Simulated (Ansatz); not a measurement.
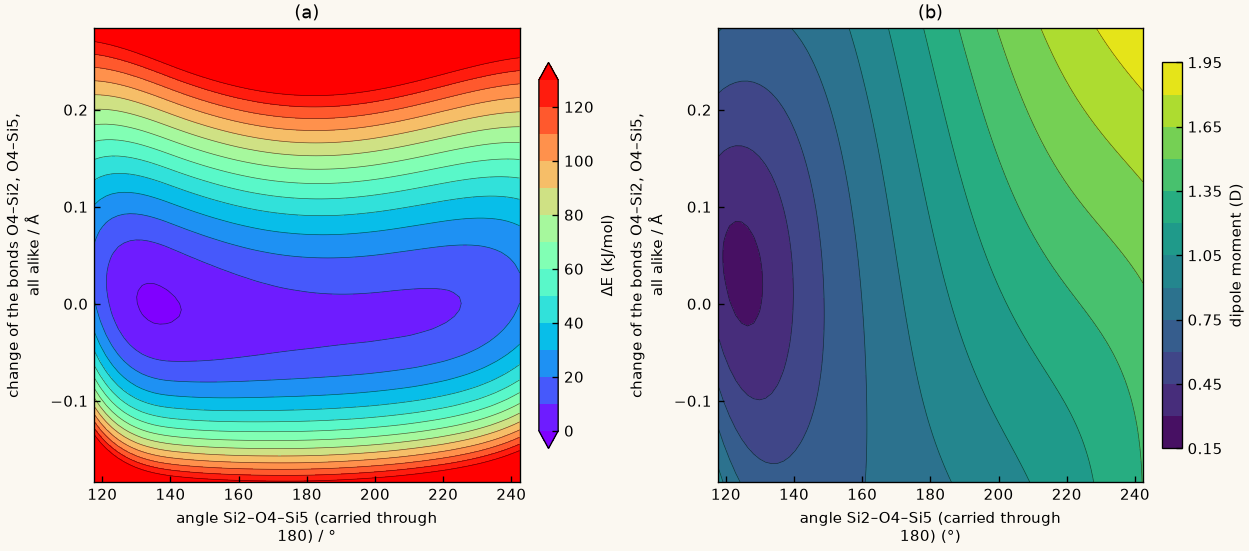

F2H4OSSi2, SMILES F[SiH](F)O[SiH2]S. 
- Coordinates scanned: (1) angle Si2–O4–Si5 (carried through 180); (2) change of the bonds O4–Si2, O4–Si5, all alike.
- Nothing is relaxed (all other coordinates rigid).
- The grid has 11 × 11 points.
- Points are written as (first, second).
- Energies are in kJ/mol, from the lowest grid point.
- The calculation used RKS PBE-D4/def2-SVP (Ansatz).

Panel (a) is the energy; panel (b) is the computed dipole moment, in D.

In the figure: filled contours, one colour for all values above the top of the scale. Between grid points the surface is interpolated.

Question: How does the dipole moment vary over the map, and what is it at the lowest grid point?

Answer: Leaving out the highest fifth of the energies, it runs from 0.30 D at (130.1°, 0.003 Å) to 1.83 D at (242.4°, 0.237 Å). At the lowest grid point, (130.1°, 0.003 Å), it is 0.30 D.
